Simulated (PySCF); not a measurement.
C6H9FSi (Si(vinyl)3F)

Input file:

```
{"job": {"kind": "uv", "xc": "B3LYP", "basis": "def2-SVPD", "ip": true, "nstates": 10}, "charge": 0, "multiplicity": 1}
Si     0.015870     0.014305     0.018858
C     -0.265607     0.125821     1.854759
C     -1.036857    -0.745849     2.514847
H      0.215339     0.933592     2.423047
H     -1.538418    -1.570958     1.997175
H     -1.201610    -0.677671     3.596007
C      1.814475    -0.226949    -0.393857
C      2.266167    -1.316554    -1.025637
H      2.537137     0.551121    -0.112429
H      1.588175    -2.122209    -1.327967
H      3.325738    -1.454224    -1.268241
C     -0.716123     1.466438    -0.885599
C     -1.692270     1.330871    -1.791230
H     -0.335951     2.474884    -0.672530
H     -2.106154     0.347454    -2.039758
H     -2.120658     2.188398    -2.322270
F     -0.777811    -1.319058    -0.504923
```

Launched as:

```sh
OMP_NUM_THREADS=1 python probes_run.py task.json out
```

Geometry: PBE0-D3(BJ)/def2-SVP.

The calculation used B3LYP/def2-SVPD, SCF density, gas phase (PySCF).

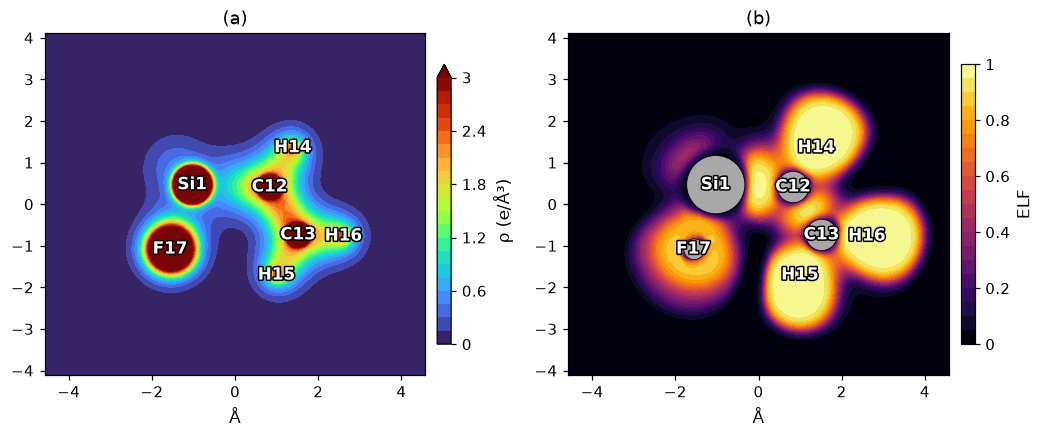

Figure 1. (a) electron density; (b) electron localisation function on the plane of atoms C12, C13 and H15. Grey discs cover the atomic cores in the ELF map.

### What does the map show?

The plane passes through Si, C, H and F nuclei. C–C (1.34 Å): the density is about 2.3 e/Å³ at the midpoint; the ELF peaks at about 0.95 between the atoms: a short, multiple covalent bond. Si–F (1.64 Å): ρ is about 0.97 e/Å³ halfway; the ELF peaks at about 0.85 in the valence shell of F, 0.6 Å from its nucleus, and is about 0.50 at the midpoint. C–Si (1.86 Å): ρ is about 1 e/Å³ halfway; the ELF peaks at about 1 between the atoms: localised, covalent bonding. C–H (1.10 Å): ρ is about 1.9 e/Å³ halfway; the ELF climbs to about 1 towards the hydrogen, as it does in any bond to H: an ordinary covalent bond to hydrogen. The ELF also peaks beside F17, away from the bonds: lone-pair regions.

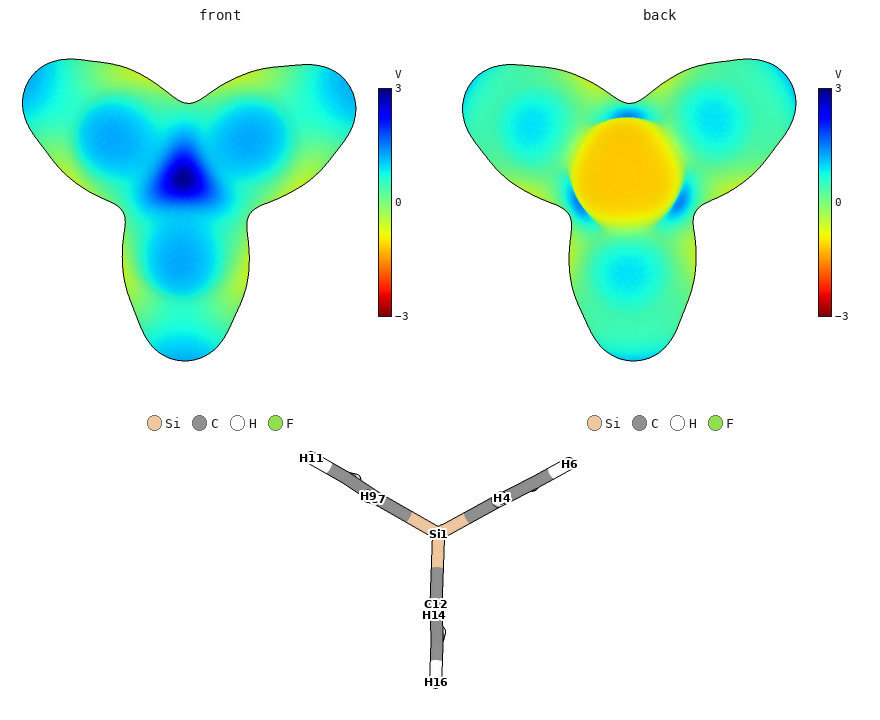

Figure 2. The electrostatic potential painted on the density surface at 0.004 e/bohr³, seen from the front and from behind; red is negative and blue positive. The bare structure is drawn below in the same view.

### Which sites attract a positive test charge, and which a negative one?

A positive charge is drawn to the negative regions and a negative charge to the positive ones. The most negative region (about −1.2 V) lies over F17, the most positive (about +2.6 V) over Si1.

### How polar is the molecule by this calculation?

Its dipole moment is 1.55 D.
